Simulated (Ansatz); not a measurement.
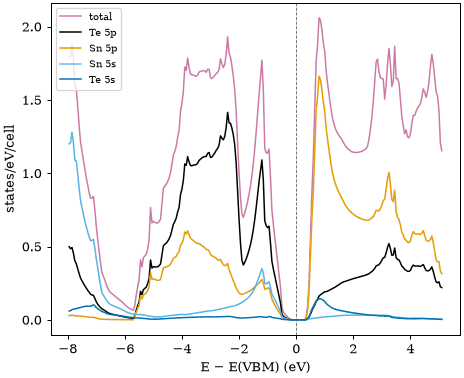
*Total and projected density of states of SnTe (rock salt, space group No. 225), r²SCAN (plane waves, PAW; program Ansatz)*

Which orbitals carry the states next to the gap?

Top 1 eV of the valence band: Te 5p 54 %, Sn 5s 23 %, Sn 5p 19 %. Bottom 1 eV of the conduction band: Sn 5p 79 %, Te 5p 9 %, Te 5s 7 %. Projections are on Löwdin-orthogonalised atomic valence shells; empty p or d shells of many metals are not among them.

Where is the tallest occupied peak in this window, and what makes it?

Near -2.4 eV, about 1.9 states/eV per cell; the largest projected share is Te 5p.

Space group Fm-3m (rock salt). The r²SCAN relaxation kept the symmetry of its start. Scalar-relativistic: spin–orbit coupling is off unless named, which matters more the heavier the elements.

Potentials: the earlier of the program's two PAW sets.
